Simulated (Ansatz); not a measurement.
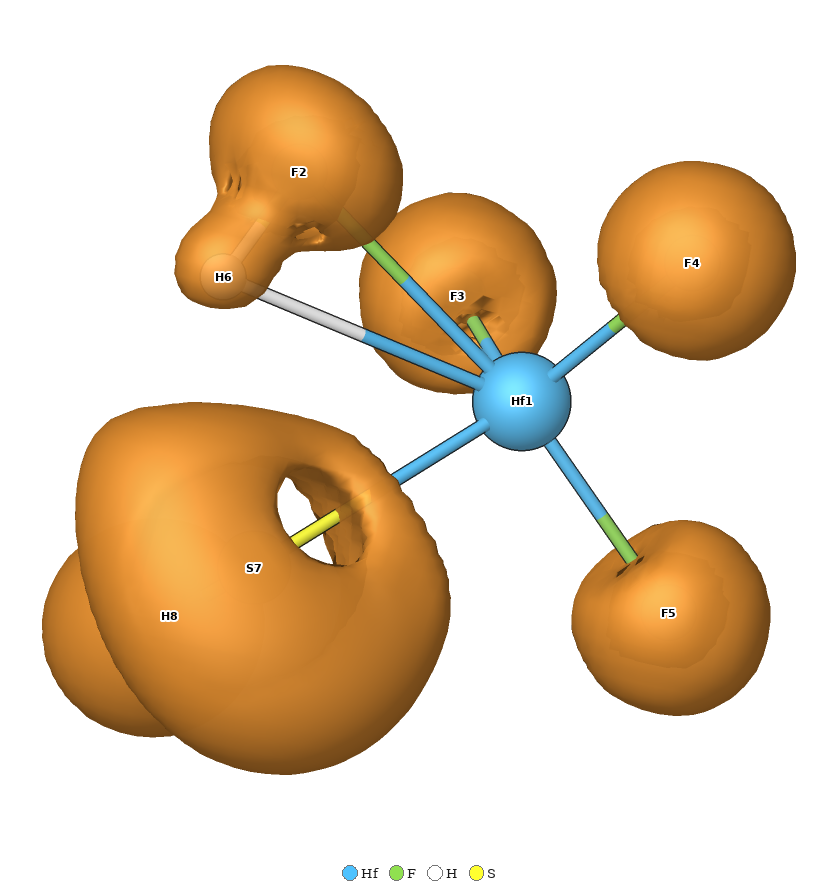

Figure 1: F4H2HfS. Isosurface of the ELF at 0.8 (orange), seen at a tilt. Core shells and regions of very low density are left out.

The product side of a reaction path; geometry: PBE0-D4/def2-TZVP; core potentials replace the inner electrons of Hf.

All numbers below come from Ansatz, RKS PBE0-D4/def2-TZVPP.

Input file:

```
crystal:
  periodic: [false, false, false]
  atoms:
    - {symbol: Hf, position_ang: [-0.725137, -0.152013, -0.361266]}
    - {symbol: F, position_ang: [1.045932, -1.428774, 0.607655]}
    - {symbol: F, position_ang: [0.090484, -0.710321, -1.977159]}
    - {symbol: F, position_ang: [-1.814415, -1.410741, 0.540866]}
    - {symbol: F, position_ang: [-1.986290, 1.100147, -1.006520]}
    - {symbol: H, position_ang: [1.363519, -0.603306, 1.004730]}
    - {symbol: S, position_ang: [0.686455, 1.344822, 1.125429]}
    - {symbol: H, position_ang: [1.339453, 1.860188, 0.066263]}
basis:
  gaussian: {orbitals: def2-TZVPP}
hamiltonian: {xc: pbe0, dispersion: d4}
output: {orbitals: {seedname: orbitals}}
```

Launched as:

```sh
ansatz run in.yaml --threads 8 --pin off --events-out ev --progress --plain --max-ram 19148MiB
```

What do the ELF domains correspond to?

At this value the surface marks out one region around a hydrogen nucleus, three regions wrapped around F (the valence shell of each), one region wrapped around S (its valence shell) and one joined region spread over several atoms (F, H), in which their bonds and any lone pairs are merged.

Values along the shortest contacts:
Hf–F (1.89 Å): the ELF peaks at about 0.85 in the valence shell of F, 0.5 Å from its nucleus, and drops to about 0.20 between the two atoms. Hf–S (2.54 Å): the ELF peaks at about 0.90 in the valence shell of S, 0.9 Å from its nucleus, and is about 0.55 at the midpoint.
